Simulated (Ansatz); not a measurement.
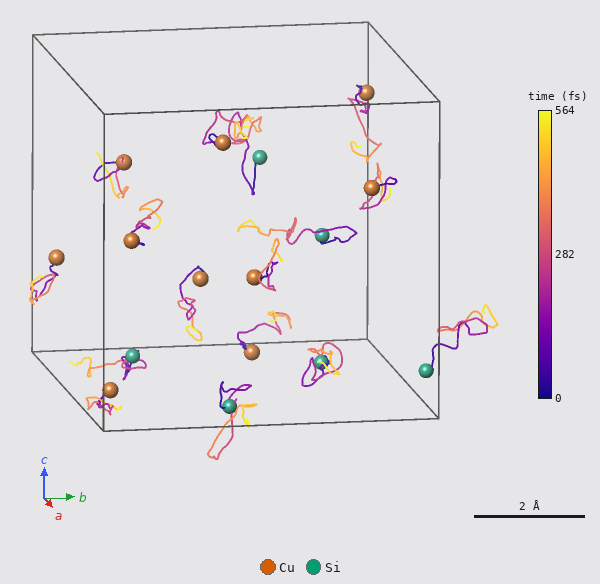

Molecular dynamics of an amorphous cell of composition Cu5Si3 (16 atoms in the cell), 564 fs long. Lines trace each atom's path, coloured by time; spheres stand at the starting positions. Seen slightly off an axis in the simulation cell.

The calculation used Ansatz 0.2.0, DFT PBE, scalar-relativistic, plane waves, PAW. Settings: plane-wave cutoff 420 eV; k-point mesh 1 × 1 × 1; Fermi-Dirac smearing 0.185 eV; volume 1.05 times that of the relaxed crystal; set temperature 2150 K; time step 3 fs.

Input
```yaml
crystal:
  lattice:
    - [6.033308, -0.068701, 0.033986]
    - [-0.068701, 6.311354, -0.070802]
    - [0.033986, -0.070802, 5.992716]
  atoms:
    - { symbol: Cu, position: [0.6536779812, 0.1566073242, 0.5080809236] }
    - { symbol: Cu, position: [0.7830466628, 0.4953061273, 0.4111799339] }
    - { symbol: Cu, position: [0.5560838015, 0.1150793767, 0.0138620316] }
    - { symbol: Cu, position: [0.7699211667, 0.8476880584, 0.6762386836] }
    - { symbol: Cu, position: [0.0802491236, 0.2557179397, 0.6078623878] }
    - { symbol: Cu, position: [0.5104405412, 0.4590184419, 0.7695543367] }
    - { symbol: Cu, position: [0.1346812823, 0.9665251295, 0.8126965204] }
    - { symbol: Cu, position: [0.38358371, 0.4198671867, 0.3099861613] }
    - { symbol: Cu, position: [0.1129958888, 0.6314143991, 0.0019418957] }
    - { symbol: Cu, position: [0.2218232276, 0.0250864685, 0.3518772018] }
    - { symbol: Si, position: [0.1049629723, 0.6554034829, 0.613774518] }
    - { symbol: Si, position: [0.4674569727, 0.7629109628, 0.0538495043] }
    - { symbol: Si, position: [0.8069237923, 0.4170946704, 0.013094575] }
    - { symbol: Si, position: [0.2028108868, 0.2568915311, 0.0272681542] }
    - { symbol: Si, position: [0.4335170961, 0.7716824658, 0.4455514897] }
    - { symbol: Si, position: [0.8924324208, 0.9846454011, 0.1247336576] }
  symmetry: { detect: false }
basis:
  ecutwfc: 420
  xc_grid: 1
kpoints:
  mp_grid: { grid: [1, 1, 1], shift: [0.25, 0.25, 0.25] }
hamiltonian:
  xc: pbe
scf:
  occupations: { method: fermi_dirac, width: 0.1853 }
  lower_state_search: "off"
  convergence: { dr2_threshold: 1.0e-05 }
output:
  forces: true
  stress: true
md:
  timestep: 3.0
  n_steps: 188
  ensemble: nvt_langevin
  friction: 0.03
  temperature: 2150.0
  initial_velocities: maxwell_boltzmann
  seed: 56420
```

Command:
```bash
ansatz run input.yaml --threads 2 --pin off --max-ram 5120MiB --backend cpu --events-out ev --progress --plain --runs-dir out
```

Question: How do the atoms move?

Answer: In the second half of the run the atoms are, in the root-mean-square, this far from where they began (common drift taken out): Si 0.96 Å, Cu 0.79 Å. That is a large part of the typical shortest distance between atoms in the first frame, about 2.3 Å and still growing: the atoms leave their places as in a liquid. Bond changes: 3 Si–Si bonds form between 69 fs and 216 fs; one Si–Si contact opens and closes in turn; 2 Si–Si bonds break between 276 fs and 495 fs. The mean temperature in the second half is 2103 K (standard deviation 410 K). The potential energy in the second half lies on average 59.2 meV per atom above the first frame. The mean pressure there is 6.8 GPa.

Limits of the set-up: the periodic images lie only 6.0 Å apart, so the values are limited by the cell's size.
